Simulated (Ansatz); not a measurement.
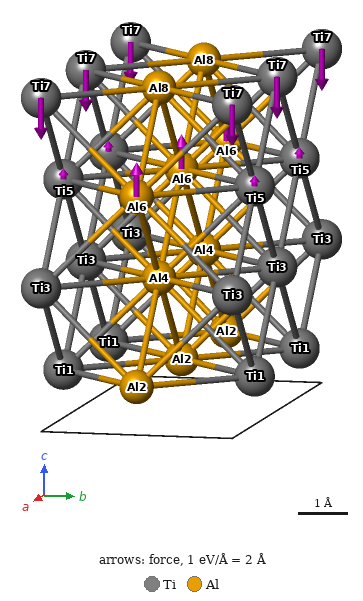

Starting geometry of a slab of composition TiAl (cut from the P4/mmm phase) with the computed forces as purple arrows. Style: ball-and-stick. Shown: the 2 × 1 repeat of the cell, outlined in the plane, without the vacuum, slightly off an axis.

Case: clean slab, lower half held. The slab is the (1 1 0) face of TiAl. 4 atoms are held fixed.

Computed with DFT PBEsol, scalar-relativistic, plane waves, PAW (Ansatz). (plane-wave cutoff 420 eV; k-point mesh 7 × 7 × 1; occupations gaussian; smearing width 0.1 eV; no spin polarisation; dipole correction; atoms relaxed in a fixed cell; force threshold 0.03 eV/Å; at most 70 steps)

**What follows when this structure is relaxed?**

It isn't relaxed: the largest force vector, on Ti7, is 0.44 eV/Å. The final displacements follow the starting forces only in part (cosine between the two patterns 0.84). The largest move is that of Ti7, 0.082 Å along the normal (−c). By element the largest moves are Ti 0.082 Å, Al 0.025 Å. The cell stays as it was. Some distances before and after: Al6–Ti7 2.826 → 2.752 Å, Ti5–Ti7 2.795 → 2.749 Å, Al6–Al8 2.795 → 2.764 Å, Al4–Al6 2.795 → 2.813 Å. The energy falls by 21.1 meV per cell of the calculation in 2 accepted moves (3 points after the start). The largest force component goes from 0.44 to 0.025 eV/Å. 1 step only repeated the SCF at the same geometry. Cost: 45 s on 2 threads of Intel(R) Xeon(R) Platinum 8259CL CPU @ 2.50GHz (Skylake/Cascade Lake) (shared host), peak memory 0.65 GiB.
